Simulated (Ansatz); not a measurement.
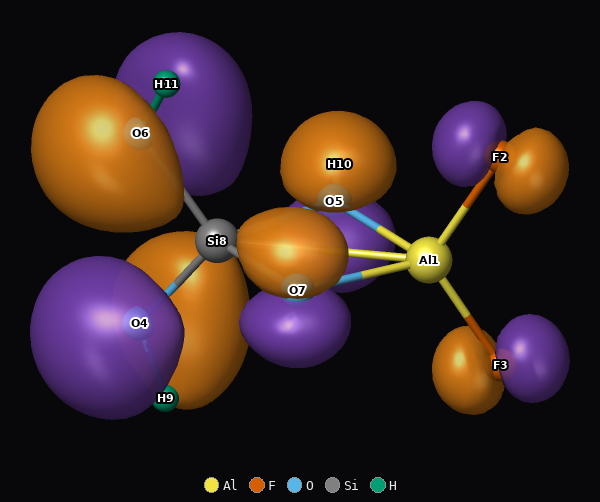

The picture shows: AlF₂H₃O₄Si. The HOMO−1 at ±0.08 Å⁻³ᐟ² (orange and purple are the two phases), seen at an oblique angle.

Geometry: PBE0-D4/def2-SVP.

The calculation used isolated molecule in a Gaussian basis; Kohn-Sham density functional theory, functional PBE0 (Ansatz).

Input file:

```
crystal:
  periodic: [false, false, false]
  atoms:
    - {symbol: Al, position_ang: [-1.293524, 1.140077, -0.073560]}
    - {symbol: F, position_ang: [-1.747988, 1.767526, -1.542878]}
    - {symbol: F, position_ang: [-1.729810, 1.992808, 1.283323]}
    - {symbol: O, position_ang: [1.139534, -1.402661, 1.398585]}
    - {symbol: O, position_ang: [0.613610, 0.896616, -0.069211]}
    - {symbol: O, position_ang: [1.110313, -1.597726, -1.186066]}
    - {symbol: O, position_ang: [-1.210788, -0.629399, 0.066305]}
    - {symbol: Si, position_ang: [0.390615, -0.845963, 0.065247]}
    - {symbol: H, position_ang: [0.711246, -1.229093, 2.242271]}
    - {symbol: H, position_ang: [1.424740, 1.410619, -0.129397]}
    - {symbol: H, position_ang: [0.657451, -1.559706, -2.033920]}
basis:
  gaussian:
    orbitals: def2-SVPD
hamiltonian:
  xc: pbe0
output:
  forces: true
  orbitals: {seedname: orbitals}
```

Launched as:

```sh
ansatz run input.yaml --threads 2 --pin off --max-ram 6090MiB --events-out events.jsonl --progress --plain --runs-dir runs
```

Describe this orbital and give its energy.

Answer. It lies mainly on O4 (about 35 %), O6 (about 35 %) and O5 (about 10 %); largely a combination of lone pairs on O4, O6 and O5. Its energy is −10.41 eV.
